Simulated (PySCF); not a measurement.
C3H9ClSi2, SMILES C[SiH2]/C=C/[SiH2]Cl at its GFN2-xTB optimised geometry (Å):

```
15

Si    -0.3597    -2.9438     4.1210
Cl     0.6347    -2.1598     5.7008
C      0.2668    -2.1018     2.5602
C     -0.4921    -1.6762     1.5514
Si     0.1391    -0.8065     0.0000
C     -0.5202     0.9753     0.0000
H     -1.7857    -2.6947     4.3196
H     -0.0803    -4.3796     4.0949
H      1.3390    -1.9513     2.4832
H     -1.5639    -1.8259     1.6275
H     -0.3640    -1.5252    -1.1793
H      1.6065    -0.8065     0.0000
H     -0.1739     1.5252     0.8709
H     -1.6065     0.9953     0.0099
H     -0.1901     1.5143    -0.8831
```

Computed with PBE0/def2-TZVP in PySCF.

Map of the HOMO amplitude (bohr^(-3/2)) on the plane z = 1.0 Å; orbital energy -8.07 eV, overall sign arbitrary:

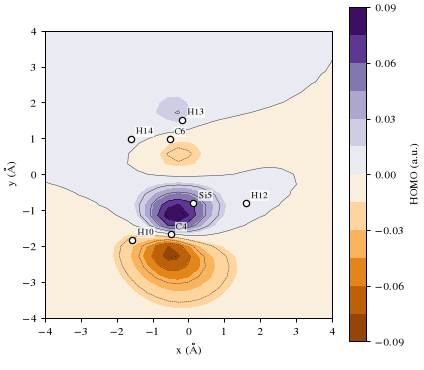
Figure. HOMO amplitude (bohr^(-3/2)) on the plane z = 1.0 Å.
